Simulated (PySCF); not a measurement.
C$_{5}$H$_{10}$O$_{2}$Si

Input

```
{"job": {"kind": "uv", "xc": "PBE0", "basis": "def2-SVPD", "nstates": 8, "ntriplets": 3}, "charge": 0, "multiplicity": 1}
C      3.008080    -0.691990    -0.297704
C      2.571684     0.274938     0.486902
O      1.322622     0.779136     0.504528
Si     0.018341     0.476911    -0.425787
C     -0.975747    -1.106893    -0.044684
C     -2.213673    -0.540714     0.671418
O     -2.529711     0.742752     0.185843
C     -1.385725     1.582490     0.231459
H      4.024812    -1.031249    -0.243461
H      2.358116    -1.166447    -1.010913
H      3.208163     0.764058     1.214625
H      0.301346     0.636527    -1.852769
H     -0.473148    -1.835675     0.588189
H     -1.287338    -1.618993    -0.953189
H     -2.015070    -0.484204     1.752983
H     -3.103706    -1.151655     0.510577
H     -1.622282     2.447110    -0.383681
H     -1.215524     1.930217     1.259727
```

Run with:

```sh
OMP_NUM_THREADS=1 python probes_run.py task.json out
```

Geometry: GFN2-xTB.

Level of theory: PySCF, PBE0/def2-SVPD, SCF density, gas phase.

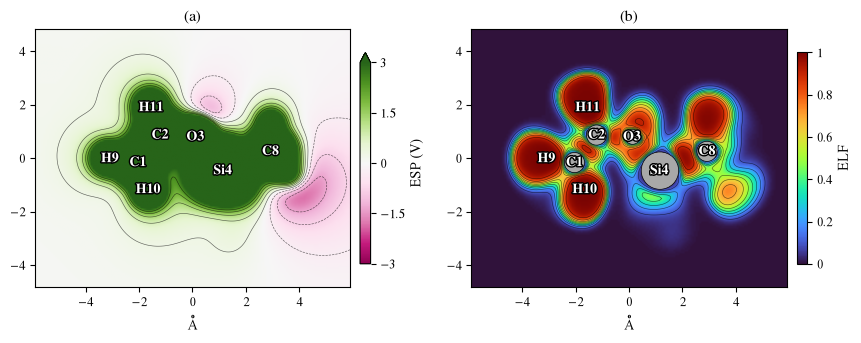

Figure 1. (a) molecular electrostatic potential; (b) electron localisation function on the plane of atoms O3, C2 and H11. Grey discs cover the atomic cores in the ELF map.

Interpret the plot.

Answer. Atoms in the plane: C, O, Si and H.
C–C (1.32 Å): the ELF peaks at about 0.90 between the atoms (a short, multiple covalent bond).
C–O (1.35 Å): the ELF peaks at about 0.90 between the atoms: a shared but strongly polarised pair.
Si–O (1.63 Å): the ELF peaks at about 0.90 between the atoms; a polar covalent bond.
C–Si (1.90 Å): the ELF peaks at about 1 between the atoms; a shared electron pair.
C–H (1.07 Å): the ELF climbs to about 1 towards the hydrogen, as it does in any bond to H (an ordinary covalent bond to hydrogen).
The ELF also peaks beside O3, away from the bonds: lone-pair regions.
Outside the dense part of the molecule the potential is most negative (−1.8 V) near O7, which lies off the plane.

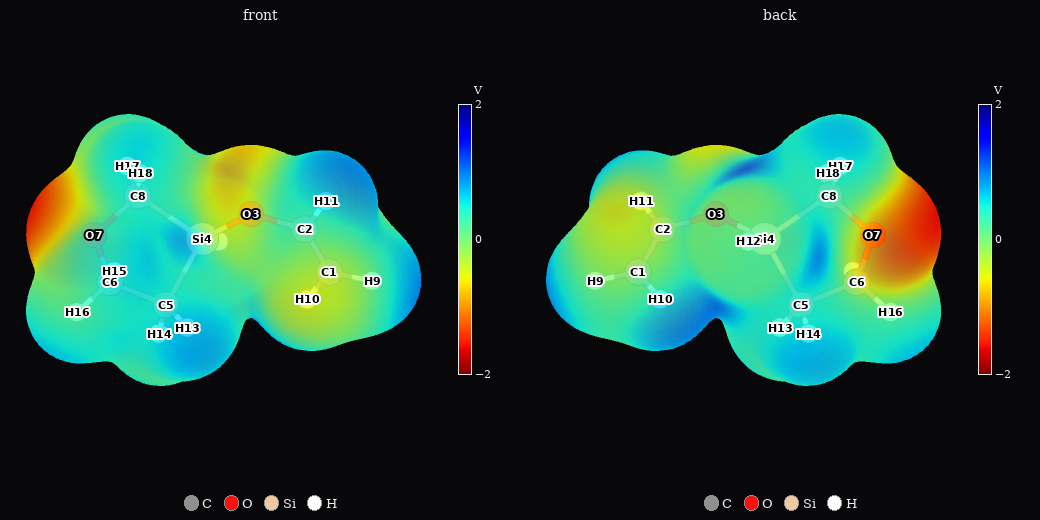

Figure 2. The molecular electrostatic potential painted on the density surface at 0.002 e/bohr³, seen from the front and from behind; red is negative and blue positive.

Which sites attract a positive test charge, and which a negative one?

Answer. A positive charge is drawn to the negative regions and a negative charge to the positive ones. The most negative region (about −1.5 V) lies over O7, the most positive (about +1.0 V) over Si4, H10 and H11. O7 is the likeliest acceptor of a hydrogen bond.
